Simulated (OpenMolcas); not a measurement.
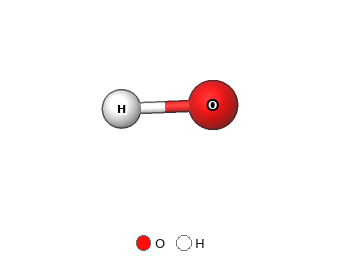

Figure 1. The molecule at the reference distance of 0.968 Å.

## OH⁻: relativistic diatomic calculation (part 1 of 2)

OH⁻. Computed at this level: SA-CASSCF(6,4)/XMS-CASPT2 + RASSI spin-orbit (X2C scalar, AMFI), ANO-RCC-VTZP (OpenMolcas).

### Output (extracts)
```
++    Wave function specifications:
      Number of closed shell electrons           4
      Number of electrons in active shells       6
      Number of inactive orbitals                2
      Number of active orbitals                  4
      Number of secondary orbitals              38
      Spin quantum number                      1.0
      State symmetry                             2
++    Orbital specifications:
      Symmetry species                           1   2
                                                 a   b
      Frozen orbitals                            0   0
      Inactive orbitals                          2   0
      Active orbitals                            2   2
      RAS2 orbitals                              2   2
      Secondary orbitals                        20  18
      Number of basis functions                 24  20
      printout of CI-coefficients larger than  0.15 for root  1
      energy=     -75.429275
      conf/sym  11 22     Coeff  Weight
             3  u2 2u  -0.76071 0.57868
             4  u2 u2  -0.64909 0.42132
      printout of CI-coefficients larger than  0.15 for root  2
      energy=     -75.429275
      conf/sym  11 22     Coeff  Weight
             3  u2 2u   0.64909 0.42132
             4  u2 u2  -0.76071 0.57868
      Natural orbitals and occupation numbers for root  1
      sym 1:   1.000000   2.000000
      sym 2:   2.000000   1.000000
      Natural orbitals and occupation numbers for root  2
      sym 1:   1.000000   2.000000
      sym 2:   1.000000   2.000000
      RASSCF energy for state  2                    -75.42927469
::    RASSCF root number  1 Total energy:    -75.42927469
::    RASSCF root number  2 Total energy:    -75.42927469
      Von Neumann Entropy (Root   1) =  1.00000
++    Wave function specifications:
      Number of closed shell electrons           2
      Number of electrons in active shells       6
      Number of inactive orbitals                1
      Number of active orbitals                  4
      Number of secondary orbitals              38
      Spin quantum number                      1.0
      State symmetry                             2
      Number of CSFs                             4
      Number of CASSCF root(s) available         2
      CASPT2 state passed to geometry opt.       2
      A file JOBMIX will be created
      This is a MULTI-STATE CASSCF reference
      Number of CI roots used                    2
      These are:                                 1   2
      Off-diagonal elements of Heff are computed
  FINAL CASPT2 RESULT:
      Reference energy:         -75.4292746902
      E2 (Non-variational):      -0.2167977986
      Shift correction:          -0.0007696828
      E2 (Variational):          -0.2175674813
      Total energy:             -75.6468421715
      Reference weight:           0.94800
  FINAL CASPT2 RESULT:
      Reference energy:         -75.4292746901
      E2 (Non-variational):      -0.2168141791
      Shift correction:          -0.0007699496
      E2 (Variational):          -0.2175841287
      Total energy:             -75.6468588188
      Reference weight:           0.94799
       Total XMS-CASPT2 energies:
::    XMS-CASPT2 Root  1     Total energy:    -75.64685882
::    XMS-CASPT2 Root  2     Total energy:    -75.64684217
++    Wave function specifications:
      Number of closed shell electrons           4
      Number of electrons in active shells       6
      Number of inactive orbitals                2
      Number of active orbitals                  4
      Number of secondary orbitals              38
      Spin quantum number                      0.0
      State symmetry                             2
      printout of CI-coefficients larger than  0.15 for root  1
      energy=     -75.424278
      conf/sym  11 22     Coeff  Weight
             1  2u 2d  -0.99963 0.99926
      printout of CI-coefficients larger than  0.15 for root  2
      energy=     -75.424278
      conf/sym  11 22     Coeff  Weight
             2  2u d2   0.99963 0.99926
      Natural orbitals and occupation numbers for root  1
      sym 1:   2.000000   1.000000
      sym 2:   2.000000   1.000000
      Natural orbitals and occupation numbers for root  2
      sym 1:   2.000000   1.000000
      sym 2:   1.000000   2.000000
      RASSCF energy for state  2                    -75.42427829
::    RASSCF root number  1 Total energy:    -75.42427829
::    RASSCF root number  2 Total energy:    -75.42427829
      Von Neumann Entropy (Root   1) =  1.00000
++    Wave function specifications:
      Number of closed shell electrons           2
      Number of electrons in active shells       6
      Number of inactive orbitals                1
      Number of active orbitals                  4
      Number of secondary orbitals              38
      Spin quantum number                      0.0
      State symmetry                             2
      Number of CSFs                             4
      Number of CASSCF root(s) available         2
      CASPT2 state passed to geometry opt.       2
      A file JOBMIX will be created
      This is a MULTI-STATE CASSCF reference
      Number of CI roots used                    2
      These are:                                 1   2
      Off-diagonal elements of Heff are computed
  FINAL CASPT2 RESULT:
      Reference energy:         -75.4242782893
      E2 (Non-variational):      -0.2163115778
      Shift correction:          -0.0008079112
      E2 (Variational):          -0.2171194889
      Total energy:             -75.6413977783
      Reference weight:           0.94773
  FINAL CASPT2 RESULT:
      Reference energy:         -75.4242782893
      E2 (Non-variational):      -0.2163115541
      Shift correction:          -0.0008079062
      E2 (Variational):          -0.2171194604
      Total energy:             -75.6413977497
      Reference weight:           0.94773
       Total XMS-CASPT2 energies:
::    XMS-CASPT2 Root  1     Total energy:    -75.64139778
::    XMS-CASPT2 Root  2     Total energy:    -75.64139775
++    Wave function specifications:
      Number of closed shell electrons           4
      Number of electrons in active shells       6
      Number of inactive orbitals                2
      Number of active orbitals                  4
      Number of secondary orbitals              38
      Spin quantum number                      0.0
      State symmetry                             1
      printout of CI-coefficients larger than  0.15 for root  1
      energy=     -75.449490
      conf/sym  11 22     Coeff  Weight
             6  02 22   0.99435 0.98872
      printout of CI-coefficients larger than  0.15 for root  2
      energy=     -75.239110
      conf/sym  11 22     Coeff  Weight
             5  ud 22   0.99438 0.98879
      Natural orbitals and occupation numbers for root  1
      sym 1:   0.000300   1.999802
      sym 2:   1.999949   1.999949
      Natural orbitals and occupation numbers for root  2
      sym 1:   0.851362   1.148642
      sym 2:   1.999998   1.999998
      RASSCF energy for state  2                    -75.23910959
::    RASSCF root number  1 Total energy:    -75.44948972
::    RASSCF root number  2 Total energy:    -75.23910959
      Von Neumann Entropy (Root   1) =  0.00212
++    Wave function specifications:
      Number of closed shell electrons           2
      Number of electrons in active shells       6
      Number of inactive orbitals                1
      Number of active orbitals                  4
      Number of secondary orbitals              38
      Spin quantum number                      0.0
      State symmetry                             1
      Number of CSFs                             6
      Number of CASSCF root(s) available         2
      CASPT2 state passed to geometry opt.       2
      A file JOBMIX will be created
      This is a MULTI-STATE CASSCF reference
      Number of CI roots used                    2
      These are:                                 1   2
      Off-diagonal elements of Heff are computed
  FINAL CASPT2 RESULT:
      Reference energy:         -75.4494897233
      E2 (Non-variational):      -0.3007683952
      Shift correction:          -0.0022427422
      E2 (Variational):          -0.3030111374
      Total energy:             -75.7525008607
      Reference weight:           0.90973
  FINAL CASPT2 RESULT:
      Reference energy:         -75.2391095941
      E2 (Non-variational):      -0.2629884740
      Shift correction:          -0.0028367954
      E2 (Variational):          -0.2658252693
      Total energy:             -75.5049348634
      Reference weight:           0.90878
       Total XMS-CASPT2 energies:
::    XMS-CASPT2 Root  1     Total energy:    -75.75170714
::    XMS-CASPT2 Root  2     Total energy:    -75.50572859
++    Wave function specifications:
      Number of closed shell electrons           4
      Number of electrons in active shells       6
      Number of inactive orbitals                2
      Number of active orbitals                  4
      Number of secondary orbitals              38
      Spin quantum number                      1.0
      State symmetry                             1
      printout of CI-coefficients larger than  0.15 for root  1
      energy=     -75.248985
      conf/sym  11 22     Coeff  Weight
             2  uu 22   1.00000 1.00000
      printout of CI-coefficients larger than  0.15 for root  2
      energy=     -75.165640
      conf/sym  11 22     Coeff  Weight
             1  22 uu   1.00000 1.00000
      Natural orbitals and occupation numbers for root  1
      sym 1:   1.000000   1.000000
      sym 2:   2.000000   2.000000
      Natural orbitals and occupation numbers for root  2
      sym 1:   2.000000   2.000000
      sym 2:   1.000000   1.000000
      RASSCF energy for state  2                    -75.16563952
::    RASSCF root number  1 Total energy:    -75.24898538
::    RASSCF root number  2 Total energy:    -75.16563952
      Von Neumann Entropy (Root   1) =  1.00000
++    Wave function specifications:
      Number of closed shell electrons           2
      Number of electrons in active shells       6
      Number of inactive orbitals                1
      Number of active orbitals                  4
      Number of secondary orbitals              38
      Spin quantum number                      1.0
      State symmetry                             1
      Number of CSFs                             2
      Number of CASSCF root(s) available         2
      CASPT2 state passed to geometry opt.       2
      A file JOBMIX will be created
      This is a MULTI-STATE CASSCF reference
      Number of CI roots used                    2
      These are:                                 1   2
      Off-diagonal elements of Heff are computed
  FINAL CASPT2 RESULT:
      Reference energy:         -75.2489853764
      E2 (Non-variational):      -0.2518187459
      Shift correction:          -0.0020563869
      E2 (Variational):          -0.2538751327
      Total energy:             -75.5028605092
      Reference weight:           0.92548
  FINAL CASPT2 RESULT:
      Reference energy:         -75.1656395159
      E2 (Non-variational):      -0.2282679752
      Shift correction:          -0.0033342978
      E2 (Variational):          -0.2316022730
      Total energy:             -75.3972417889
      Reference weight:           0.90988
       Total XMS-CASPT2 energies:
::    XMS-CASPT2 Root  1     Total energy:    -75.50286051
::    XMS-CASPT2 Root  2     Total energy:    -75.39724179
  SPIN-FREE ENERGIES:
  (Shifted by EMIN (a.u.) =        -75.7517071375)
 SF State       Relative EMIN(au)   Rel lowest level(eV)    D:o, cm**(-1)      Abs_M
     5             0.0000000000        0.0000000000              0.0000         0.0
     1             0.1048483186        2.8530680958          23011.5461         1.0
     2             0.1048649660        2.8535210923          23015.1997         1.0
     3             0.1103093592        3.0016705788          24210.1059         1.0
     4             0.1103093878        3.0016713573          24210.1122         1.0
     6             0.2459785508        6.6934173527          53986.0517         0.0
     7             0.2488466283        6.7714617176          54615.5220         0.0
     8             0.3544653485        9.6454935101          77796.1517         0.0
```

(Continued in part 2.) Outcome of the run: converged; whether the anion is bound against detachment isn't tested.
